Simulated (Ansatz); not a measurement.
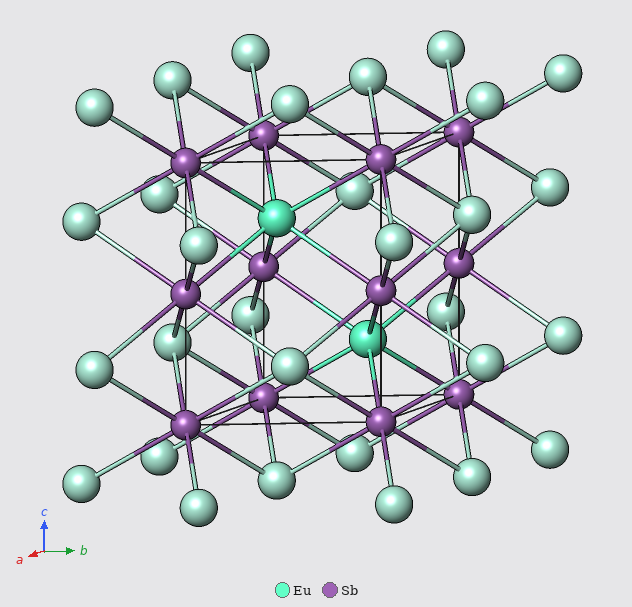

A ball-and-stick picture of a crystal structure, seen slightly off an axis. One conventional unit cell is framed, with atoms on its boundary repeated. Periodic images bonded to atoms of the box are shown as well, in fainter colours.

EuSb, nickel arsenide (NiAs) type, space group P6_3/mmc (No. 194), a = 4.908 Å, b = 4.908 Å, c = 6.623 Å, α = 90.00°, β = 90.00°, γ = 120.00°. It derives from a structure type filled with these elements by a generator (whether the compound takes this form wasn't checked). Earlier steps of the study, as a rule a relaxation of our own, may have changed the cell and positions, so they can lie some per cent off the listed ones. A calculation with Ansatz used it as input.

This one geometry was computed with Ansatz (DFT, plane waves, PAW) at three levels of theory: PBE, LDA and PBEsol.

> Which level gives the highest pressure at this volume, and what does that say about its equilibrium volume?

Highest: PBE (0.0 GPa), which points to the largest equilibrium volume. Lowest, with the smallest volume: LDA (-3.7 GPa). Levels within 0.5 GPa of each other can't be told apart.

> How does the band gap change with the level of theory?

All levels give a metal.

> Collect the results in a table.

| level | cutoff (eV) | k-mesh of the run's cell | gap (eV) | pressure (GPa) | absolute moment (μB/atom) |
| --- | --- | --- | --- | --- | --- |
| PBE | 420 | 8×8×6 | metal | 0.0 | 3.48 |
| LDA | 420 | 8×8×6 | metal | -3.7 | 3.47 |
| PBEsol | 420 | 8×8×6 | metal | -2.2 | 3.48 |

Gaps are taken on the k-mesh or band path of each run.
